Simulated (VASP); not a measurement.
Band structure of CoAl (CsCl type). Computed with revTPSS meta-GGA, VASP's PBE PAW potentials (set 64) (plane waves; VASP 6.6.1).

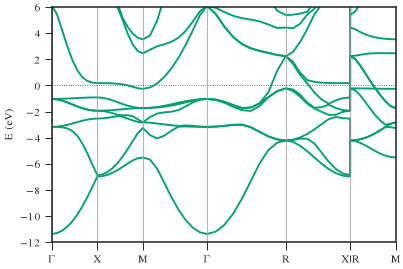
Bands along high-symmetry lines, zero at the valence-band maximum or, without a gap, the Fermi level

Task: Read the plot: is there a gap, and where are the band edges?

Result: It has no gap at this level: it comes out as a metal or semimetal.

The compound is CoAl in the CsCl type structure. It was relaxed first. The run is not spin-polarised, so no magnetic state was tried.
